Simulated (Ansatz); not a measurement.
Consider C$_{6}$H$_{12}$ (SMILES C1CCCCC1).

```xyz
18

C    -0.1807    1.3151   -0.5332
C     1.1948    0.7635   -0.1904
C     1.2437   -0.7527   -0.4189
C    -0.1178   -1.4152   -0.1728
C    -0.8965   -0.6635    0.8960
C    -1.2435    0.7527    0.4193
H    -0.1836    2.4077   -0.4991
H    -0.4227    1.0427   -1.5668
H     1.4149    0.9912    0.8587
H     1.9723    1.2589   -0.7777
H     1.5713   -0.9633   -1.4415
H     1.9963   -1.1958    0.2405
H     0.0175   -2.4634    0.1064
H    -0.7041   -1.4206   -1.0986
H    -1.8069   -1.2034    1.1690
H    -0.2884   -0.6135    1.8062
H    -1.3509    1.4122    1.2860
H    -2.2158    0.7473   -0.0829
```

Geometry: PBE0-D4/def2-TZVP.

Computed with RKS PBE0-D4/def2-TZVPP in Ansatz.

### What can the converged electron density and electron localisation function tell about the bonding?

C–C (1.53 Å): the density is about 1.6 e/Å³ at the midpoint; the ELF peaks at about 0.95 between the atoms: a covalent bond.

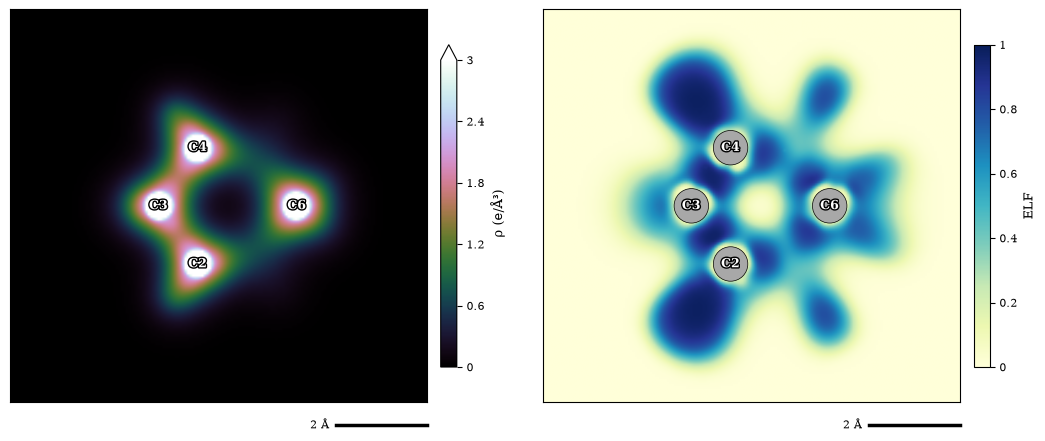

Computed electron density and electron localisation function on the plane of atoms C2, C3 and C4, in this order. Grey discs cover the atomic cores in the ELF map. 
